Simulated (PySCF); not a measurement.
C2H8O2Si2, SMILES CO[SiH2][SiH2]C=O, GFN2-xTB optimised geometry. Atoms within 1.6 Å of the plane z = 0.0 Å (x, y, z in Å): C1 (2.35, 1.70, -0.04), O2 (1.39, 0.69, -0.03), Si3 (-0.23, 0.86, -0.01), Si4 (-0.79, -1.37, 0.00), C5 (-2.70, -1.37, 0.00), O6 (-3.34, -0.34, 0.00), H7 (2.27, 2.33, 0.85), H8 (3.34, 1.23, -0.05), H9 (2.24, 2.34, -0.92), H10 (-0.64, 1.65, 1.16), H11 (-0.66, 1.65, -1.18), H12 (-0.43, -2.20, 1.17), H13 (-0.43, -2.21, -1.15), H14 (-3.25, -2.34, 0.00).

Calculation: B3LYP/def2-TZVP (PySCF). Cells within 0.4 Å of a nucleus heavier than hydrogen are left out (blank, or x).

Map of the electron localisation function on the plane z = 0.0 Å:

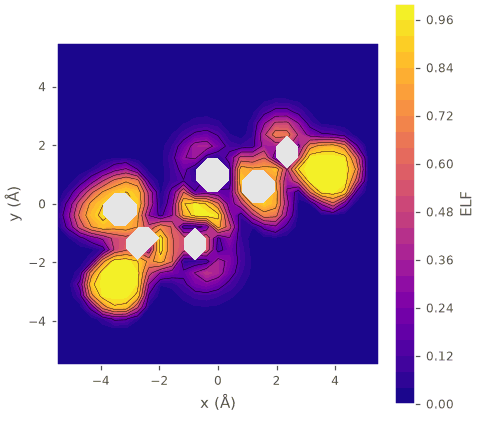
Electron localisation function on the plane z = 0.0 Å.
